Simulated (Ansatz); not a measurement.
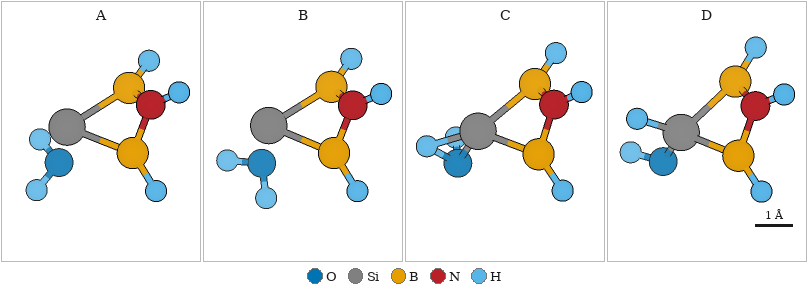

4 geometries from a converged minimum-energy path of B$_{2}$SiNH$_{5}$O, shuffled. The picture is a ball-and-stick view, seen from a free direction.

These are results of Ansatz 0.2.0, RKS PBE-D4/def2-SVP, not measurements. Run with 5 movable images; climbing image; force threshold 0.03 eV/Å; iteration limit 60; starting path through a guess of the saddle point.

### One of them is the converged climbing image. Which?

C. In order along the path, whose images run from 0 to 6: D (image 0, 0.0 kJ/mol), C (image 2, +250.3 kJ/mol), A (image 4, +158.9 kJ/mol), B (image 5, +157.5 kJ/mol). A hydrogen atom shifts from one atom to another. Breaking: H–Si (1.51 → 2.58 Å). Forming: H–O (2.63 → 0.98 Å).

The run took 110 s on 2 threads of AMD EPYC 9R14 (Zen 4), on a shared host, peak memory 0.17 GiB.
